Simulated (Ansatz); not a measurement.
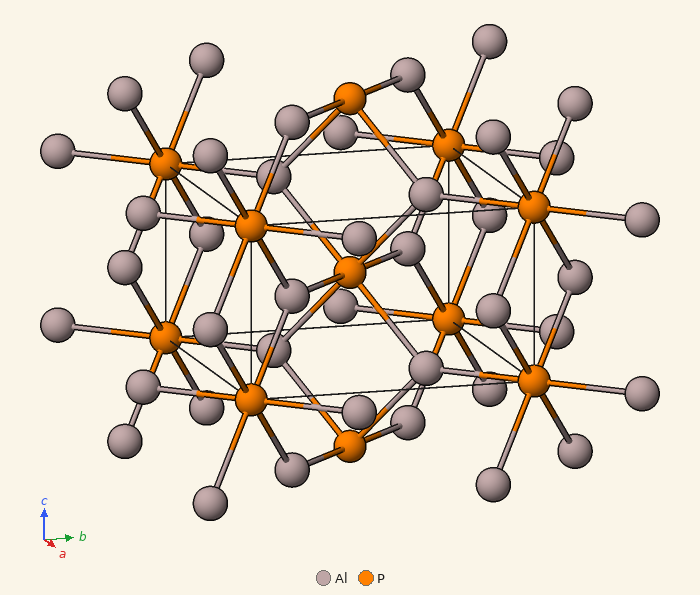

The compound is Al₂P (space group P4_2/mnm, No. 136), taken as the end point of a relaxation with DFT PBE, scalar-relativistic, plane waves, PAW in Ansatz 0.2.0; the starting structure was generated, so it need not be a known form of this composition.

Bonds are taken as Al–P below 2.8 Å. Atoms with one bond or none are removed and atoms with two bonds are replaced by edges, until no such atom is left.

### What kind of net remains, and which atoms are its nodes?

A binodal (3,6)-connected, three-periodic net: Al is a 3-connected node; P is a 6-connected node, in the ratio 2:1.

### Does the net have a name?

It is the rtl net, known from rutile.

### Is the net interpenetrated?

It is a single net, without interpenetration.

### How many nodes does the smallest cycle have?

Four.

The simplified net, drawn on the atoms' positions. Nodes are coloured by element. Edges to nodes outside the piece are drawn as stubs.

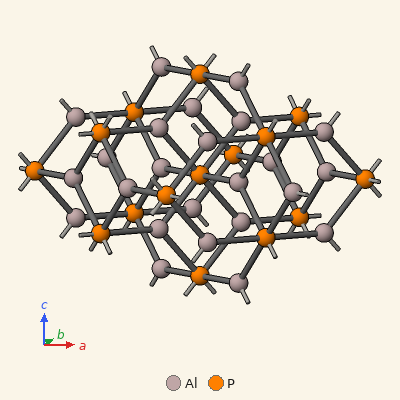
